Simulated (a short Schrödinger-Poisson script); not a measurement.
System: MOS inversion layer, SiO2 on p-type Ge(111), at 300 K.

| layer | material | thickness (nm) | Na (cm⁻³) |
|---|---|---|---|
| 1 | SiO2 | 1.9 | - |
| 2 | Ge | 510 | 6.6e17 |

Constants are typed, rounded textbook-type inputs, not results; the design itself was drawn at random and stands for no fabricated device. SiO2: permittivity 3.9, conduction-band edge (eV) 3.1, gap (eV) 9, electron mass (mₑ) 0.5. Ge: permittivity 16, conduction-band edge (eV) 0, gap (eV) 0.664, Nv at 300 K (cm⁻³) 6e18.

Channel valleys (confinement mass, in-plane density-of-states mass, number): L1 1.59, 0.08, 1; L3 0.09, 0.34, 3. At the gate the conduction-band edge of layer 1 lies 3.14 eV − eVg above the Fermi level of the channel; the field vanishes at the back. Gaps are held at their typed values at every temperature. Mesh 0.03 nm at interfaces.

Solved with a short Schrödinger-Poisson script written for these runs: 1D Poisson equation in equilibrium, electrons quantum, Hartree (BenDaniel-Duke, 12 states a valley, the channel's in-plane mass for all, wave functions ending at the dielectric), parabolic valleys, classical holes, full ionisation, no traps, pinning or gate leakage.

Only gate voltages with over 1e8 electrons/cm² are shown.

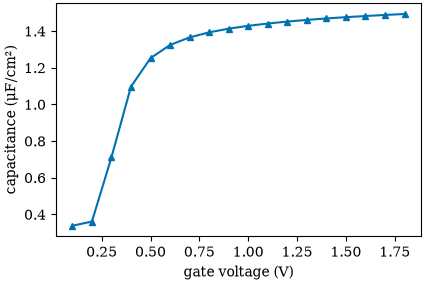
*Quasi-static capacitance against gate voltage*

| Vg (V) | electrons (cm⁻²) | C (μF/cm²) | L1 E0 (meV) | L1 E1 (meV) | L3 E0 (meV) | L3 E1 (meV) |
|---|---|---|---|---|---|---|
| 0.1 | 7.09e8 | 0.338 | 197.7 | 239.4 | 285.5 | 383.6 |
| 0.3 | 1.65e11 | 0.712 | 52.1 | 99.2 | 151.3 | 263.3 |
| 0.5 | 1.36e12 | 1.25 | -14.6 | 39.3 | 96.7 | 214.9 |
| 0.7 | 2.97e12 | 1.37 | -50.3 | 11.4 | 74.2 | 196.5 |
| 0.9 | 4.69e12 | 1.41 | -78.5 | -8.4 | 59.8 | 185.8 |
| 1.1 | 6.46e12 | 1.44 | -103.4 | -24.7 | 49.1 | 178.8 |
| 1.3 | 8.26e12 | 1.46 | -126.4 | -39.0 | 40.5 | 173.7 |
| 1.5 | 1.01e13 | 1.48 | -148.2 | -52.1 | 33.3 | 170.0 |
| 1.7 | 1.19e13 | 1.49 | -169.0 | -64.3 | 26.9 | 167.1 |

Subbands count from the Fermi level.

Only the L valleys are kept; under strong confinement the Δ valleys of Ge fill too.
